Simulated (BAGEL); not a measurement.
# FCI/STO-3G (density fitting with qzvpp-jkfit) run of BH3 (SMILES [H]B([H])[H])

What is the vertical electron affinity of BH3 at FCI/STO-3G (density fitting with qzvpp-jkfit)? 

Program for the calculation: BAGEL 1.2.2.

1 further run of the same task is left out (set aside as unsound or not needed). Runs told in other sessions of the task aren't counted.

### 1 Starting point

BH3: 4 atoms, total charge 0, spin state singlet. As SMILES, `[H]B([H])[H]`. The coordinates come from a GFN2-xTB relaxation.

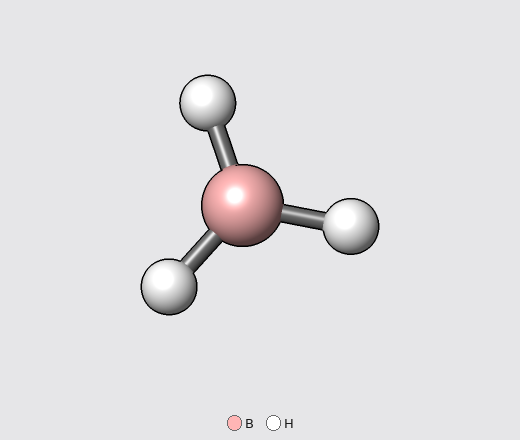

The structure, seen from a chosen angle (boron pink, hydrogen white).

### 2 A single-point energy at FCI/STO-3G (density fitting with qzvpp-jkfit)

The input, input.json:

```json
{ "bagel": [

{
  "title": "molecule",
  "basis": "sto-3g",
  "df_basis": "qzvpp-jkfit",
  "angstrom": "true",
  "geometry": [
    { "atom": "B", "xyz": [       0.000060,       0.000030,      -0.001400 ] },
    { "atom": "H", "xyz": [       1.163870,      -0.030320,       0.015280 ] },
    { "atom": "H", "xyz": [      -0.555340,       1.023410,      -0.018650 ] },
    { "atom": "H", "xyz": [      -0.608600,      -0.993120,       0.004770 ] }
  ]
},

{ "title": "hf" },

{ "title": "fci", "nstate": 1, "ncore": 1 }

]}
```

Command:

```console
$ BAGEL_NUM_THREADS=1 BAGEL input.json > input.out
```

Output:

```text
* using 1 threads per process

  ===============================================================
  ===============================================================

  *** Geometry ***

  { "atom" : "B", "xyz" : [      0.000113,      0.000057,     -0.002646 ] },
  { "atom" : "H", "xyz" : [      2.199396,     -0.057296,      0.028875 ] },
  { "atom" : "H", "xyz" : [     -1.049441,      1.933965,     -0.035243 ] },
  { "atom" : "H", "xyz" : [     -1.150087,     -1.876725,      0.009014 ] },

  Number of auxiliary basis functions:      129

  Since a DF basis is specified, we compute 2- and 3-index integrals:
    o Being stored without compression. Storage requirement is 0.000 GB

  Number of basis functions:        8
  Number of electrons      :        8

    * METHOD: MOLECULE                             0.06

  *** RHF ***

  === Nuclear Repulsion ===
     7.6030819077

      * DIIS with orbital gradients will be used.

  === RHF iteration (sto-3g) ===
      0        -26.05167750          0.02461285           0.00
      1        -26.06983222          0.00526003           0.00
      2        -26.07079198          0.00054872           0.00
      3        -26.07080202          0.00000521           0.00
      4        -26.07080202          0.00000026           0.00
      5        -26.07080202          0.00000001           0.00
      6        -26.07080202          0.00000000           0.00
    * SCF iteration converged.

    * Permanent dipole moment:
           (   -0.000034,     0.000011,     0.002267) a.u.

    * METHOD: HF                                   0.10

  ---------------------------
        FCI calculation
  ---------------------------

  Performs exactly the same way as Knowles & Handy 1984 CPL

  o alpha-beta strings
      length:            70
  o size of the space
      determinant space:  1225
      spin-adapted space: 490

  o single displacement lists (alpha)
      length:           525
  o single displacement lists (beta)
      length:           525
 Constructing space of all determinants that can formed by removing 1 electron from 3 alpha and 3 beta electrons.

 Space is made up of 4 determinants.
  o forming links

     guess   0:   closed 111....              open .......

  === FCI iteration ===

      0  0       -26.07080202     8.40e-03      0.00
      1  0       -26.11927407     2.03e-03      0.00
      2  0       -26.12134593     4.47e-04      0.00
      3  0       -26.12143738     8.55e-05      0.00
      4  0       -26.12144109     1.79e-05      0.00
      5  0       -26.12144125     3.85e-06      0.00
      6  0       -26.12144126     9.26e-07      0.00
      7  0       -26.12144126     1.57e-07      0.00
      8  0       -26.12144126     2.51e-08      0.00
      9  0       -26.12144126     4.03e-09      0.00
     10  0       -26.12144126     6.86e-10      0.00
     11  0       -26.12144126     1.39e-10      0.01
     12  0 *     -26.12144126     3.07e-11      0.00

     * ci vector, state   0, <S^2> = -0.0000
       222....     0.9848714976
       2.2...2    -0.0603884436
       22...2.    -0.0602324811
       .222...    -0.0574516940

    * METHOD: FCI                                  0.07

  ===============================================================
```

Wall time 0.97 s (1 thread of AMD EPYC, shared host); peak memory 0.14 GiB.

### 3 The doublet anion

The input, fci.json:

```json
{ "bagel" : [

{
  "title" : "molecule",
  "basis" : "sto-3g",
  "df_basis" : "qzvpp-jkfit",
  "angstrom" : true,
  "geometry" : [
    { "atom" : "B", "xyz" : [       0.000060,       0.000030,      -0.001400 ] },
    { "atom" : "H", "xyz" : [       1.163870,      -0.030320,       0.015280 ] },
    { "atom" : "H", "xyz" : [      -0.555340,       1.023410,      -0.018650 ] },
    { "atom" : "H", "xyz" : [      -0.608600,      -0.993120,       0.004770 ] }
  ]
},

{ "title" : "hf" },

{ "title" : "fci", "nstate" : 1, "charge" : -1, "ncore" : 1, "nspin" : 1 }

]}
```

Command:

```console
$ BAGEL_NUM_THREADS=1 BAGEL fci.json > fci.out
```

Output:

```text
* using 1 threads per process

  ===============================================================
  ===============================================================

  *** Geometry ***

  { "atom" : "B", "xyz" : [      0.000113,      0.000057,     -0.002646 ] },
  { "atom" : "H", "xyz" : [      2.199396,     -0.057296,      0.028875 ] },
  { "atom" : "H", "xyz" : [     -1.049441,      1.933965,     -0.035243 ] },
  { "atom" : "H", "xyz" : [     -1.150087,     -1.876725,      0.009014 ] },

  Number of auxiliary basis functions:      129

  Since a DF basis is specified, we compute 2- and 3-index integrals:
    o Being stored without compression. Storage requirement is 0.000 GB

  Number of basis functions:        8
  Number of electrons      :        8

    * METHOD: MOLECULE                             0.07

  *** RHF ***

  === Nuclear Repulsion ===
     7.6030819077

      * DIIS with orbital gradients will be used.

  === RHF iteration (sto-3g) ===
      0        -26.05167750          0.02461285           0.00
      1        -26.06983222          0.00526003           0.00
      2        -26.07079198          0.00054872           0.00
      3        -26.07080202          0.00000521           0.00
      4        -26.07080202          0.00000026           0.00
      5        -26.07080202          0.00000001           0.00
      6        -26.07080202          0.00000000           0.00
    * SCF iteration converged.

    * Permanent dipole moment:
           (   -0.000034,     0.000011,     0.002267) a.u.

    * METHOD: HF                                   0.13

  ---------------------------
        FCI calculation
  ---------------------------

  Performs exactly the same way as Knowles & Handy 1984 CPL

  o alpha-beta strings
      length:            70
  o size of the space
      determinant space:  1225
      spin-adapted space: 784

  o single displacement lists (alpha)
      length:           560
  o single displacement lists (beta)
      length:           525
 Constructing space of all determinants that can formed by removing 1 electron from 4 alpha and 3 beta electrons.

 Space is made up of 4 determinants.
  o forming links

     guess   0:   closed 111....              open ...1...

  === FCI iteration ===

      0  0       -25.83273712     1.03e-02      0.01
      1  0       -25.90926405     3.37e-03      0.00
      2  0       -25.91534666     7.68e-04      0.00
      3  0       -25.91562195     1.61e-04      0.01
      4  0       -25.91563616     3.71e-05      0.01
      5  0       -25.91563669     6.61e-06      0.01
      6  0       -25.91563671     1.11e-06      0.01
      7  0       -25.91563671     2.05e-07      0.01
      8  0       -25.91563671     4.26e-08      0.01
      9  0       -25.91563671     7.61e-09      0.01
     10  0       -25.91563671     1.22e-09      0.01
     11  0       -25.91563671     1.94e-10      0.01
     12  0 *     -25.91563671     4.57e-11      0.00

     * ci vector, state   0, <S^2> = 0.7500
       222a...     0.9711834886
       22aa.b.     0.0858818085
       2a2a..b    -0.0858450412
       a22ab..    -0.0852975256
       a22ba..    -0.0671169130
       22ba.a.    -0.0548813191
       2b2a..a     0.0548537380

    * METHOD: FCI                                  0.08

  ===============================================================
```

Wall time 0.88 s (1 thread of AMD EPYC, shared host); peak memory 0.14 GiB.

### 4 Outcome

At FCI/STO-3G (density fitting with qzvpp-jkfit), 1 core orbital frozen:

| quantity | value |
| --- | --- |
| singlet BH3: total energy | -26.12144 Eh |
| doublet anion: total energy | -25.91564 Eh |
| vertical electron affinity (to the doublet anion) | -5.600 eV |

The anion lies 5.60 eV (129 kcal/mol) above the neutral: the electron isn't bound at this level, and such a value depends on the basis. Without diffuse functions anions come out too high. In a minimal basis such a difference can be off by several eV, whatever the method.
